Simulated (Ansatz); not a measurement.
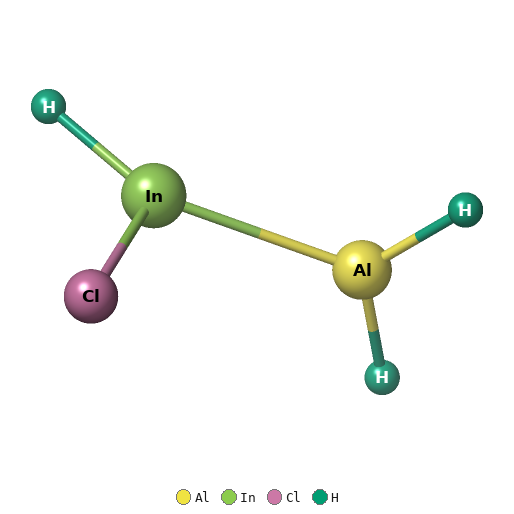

Every bond is drawn as one stick, whatever its order.

**Count the atoms of each element.**

AlClH₃In, 6 atoms: 1 aluminium, 1 chlorine, 3 hydrogen and 1 indium.

**Write the SMILES.**

[AlH2][InH][Cl]

**How many sets of symmetry-equivalent atoms are there?**

5: 1 Al, 1 In, 1 Cl, 2 H, 1 H.

**How many bonds of each kind are drawn?**

2 Al–H, 1 Al–In, 1 Cl–In, 1 In–H.

**Which point group does it belong to?**

Cs.

More results for the same structure follow; atom numbers are the same in all pictures, views and colours differ. The computed structure is the end point of a PBE0-D4/def2-TZVP optimisation.

## Electronic properties

Properties computed with RKS B3LYP-D4/def2-TZVPP, core potentials on In (Ansatz 0.2.0).

**What is the dipole moment?**

3.45 D.

**Estimate the HOMO–LUMO gap.**

4.43 eV.

**What is the HOMO energy (Kohn–Sham orbital)?**

−7.04 eV.

## Vibrations

Harmonic vibrations computed with RKS PBE0-D4/def2-TZVP, core potentials on In (Ansatz 0.2.0) at a stationary point of the same level.

**How many vibrational modes are there, and where do they lie?**

12 modes: 43, 110, 270, 293, 329, 419, 497, 535, 762, 1816, 1913, 1931 cm⁻¹.

## Charges

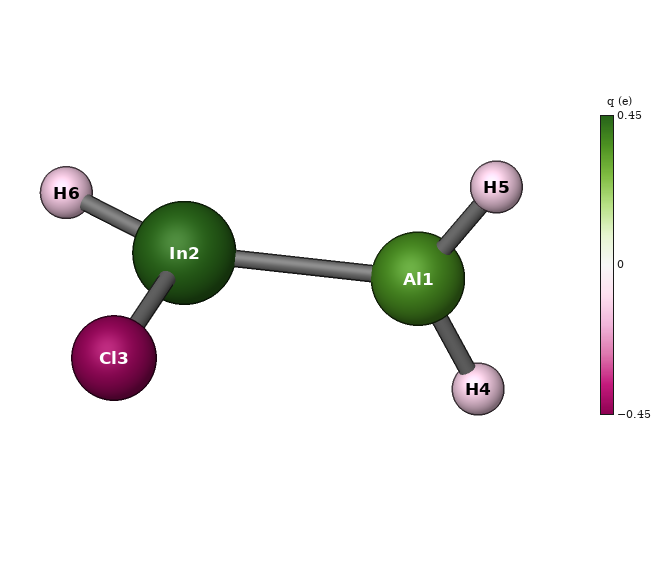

Atoms are coloured by their Mulliken charges. Properties computed with RKS B3LYP-D4/def2-TZVPP, core potentials on In (Ansatz 0.2.0).

Give the Mulliken charges atom by atom.

| atom | value (e) |
| --- | --- |
| Al1 | 0.37 |
| In2 | 0.44 |
| Cl3 | −0.43 |
| H4 | −0.12 |
| H5 | −0.12 |
| H6 | −0.14 |

Mulliken values depend strongly on the basis set and can even reverse the polarity of a bond.
